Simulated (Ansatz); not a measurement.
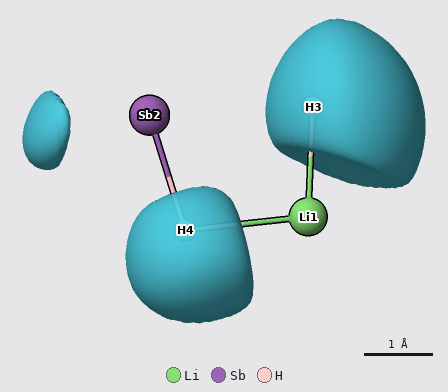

*H2LiSb (triplet). Isosurface of the electron localisation function at 0.8 (cyan), seen at a tilt. Only the valence region is drawn (cores and ρ < 0.01 e/Å³ removed).*

Geometry: PBE0-D3(BJ)/def2-SVP; core potentials replace the inner electrons of Sb.

The calculation used isolated molecule in a Gaussian basis; Kohn-Sham density functional theory, functional PBE0 (Ansatz 0.2.0).

```xyz
4

Li   -1.1553   -1.1976    0.1261
Sb    1.2789    0.1172   -0.1872
H    -0.0829   -1.1552    1.3667
H    -0.1982   -0.2426   -1.1217
```

### Describe the localisation domains.

The ELF exceeds this value in two regions around hydrogen nuclei and one lobe on Sb, pointing away from the bonds (non-bonding electrons).

Values along the shortest contacts:
Li–H (1.64 Å): the ELF climbs to about 1 towards the hydrogen. Sb–H (1.78 Å): the ELF climbs to about 1 towards the hydrogen.
